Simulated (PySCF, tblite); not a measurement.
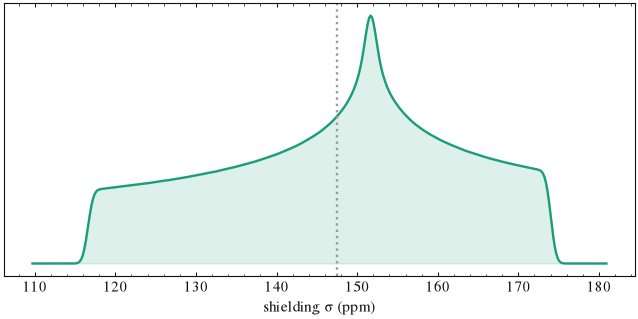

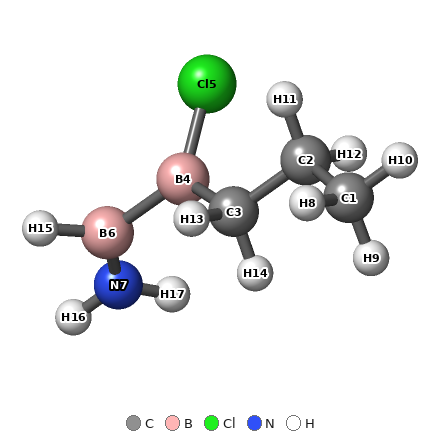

Static powder pattern (¹³C) from GIAO shielding tensors of C₃H₁₀B₂ClN, SMILES CCCB(Cl)BN, PBE0/pcSseg-1 in PySCF, at a GFN2-xTB geometry (a minimum by its frequencies); absolute shielding, one fixed geometry of the isolated molecule without any motion, no dipolar terms. The dotted line is the isotropic value; skew is 3(σiso − σ22)/span.

Q: The pattern belongs to C3. Give the principal values, span and skew.

A: C3: σ11, σ22, σ33 = 117, 152, 174 ppm, isotropic 147, span 57 ppm, skew −0.22.

Note: the tight-binding geometry is rougher than a DFT one and adds to the error; one conformer of a flexible molecule.
